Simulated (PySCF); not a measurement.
SMILES COC[CH]OCCOC (C₆H₁₃O₃), doublet, GFN2-xTB optimised geometry. Atoms within 1.6 Å of the plane z = 1.0 Å (x, y, z in Å): O2 (2.04, -2.28, -0.36), C6 (-0.39, -0.31, -0.11), C7 (-0.89, 1.13, 0.00), O8 (-2.30, 1.13, 0.00), C9 (-2.85, 2.42, 0.00), H14 (0.22, -2.98, 0.05), H16 (0.61, -0.40, 0.31), H17 (-1.08, -0.96, 0.45), H19 (-0.51, 1.58, 0.93), H20 (-2.54, 2.98, 0.89), H22 (-3.93, 2.30, 0.01).

Calculation: unrestricted PBE0/def2-SVP in PySCF 2.14.0.

Map of the HOMO−1 amplitude (α) (bohr^(-3/2)) on the plane z = 1.0 Å; orbital energy -7.31 eV, overall sign arbitrary:

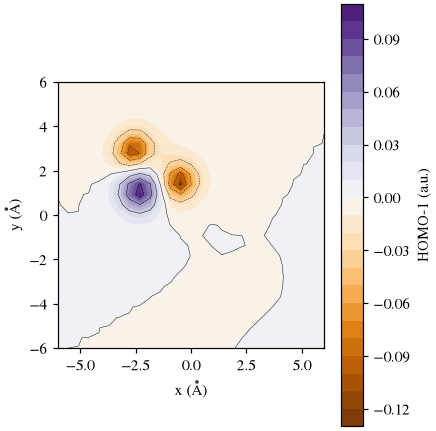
Fig. 1. HOMO−1 amplitude (α) (bohr^(-3/2)) on the plane z = 1.0 Å.
